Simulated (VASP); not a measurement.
Band structure of YGe (relaxed from the WC structure, space group P-6m2). These are PBEsol GGA, VASP's PBE PAW potentials (set 64) (plane waves; VASP 6.6.1) values and carry that method's errors.

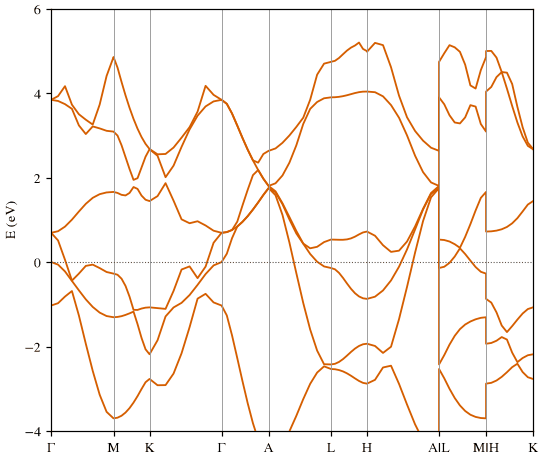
Figure: Bands along high-symmetry lines, zero at the valence-band maximum or, without a gap, the Fermi level

**Question.** Read the plot: is there a gap, and where are the band edges?

**Answer.** It has no gap at this level: it comes out as a metal or semimetal. (Edges off the drawn lines would not show.)

The structure was generated: YGe was put into the WC type (P-6m2), which need not be its known phase. It was relaxed first, which changed the volume by -7 %. The electron count is odd and the run is not spin-polarised, which forces a metal.
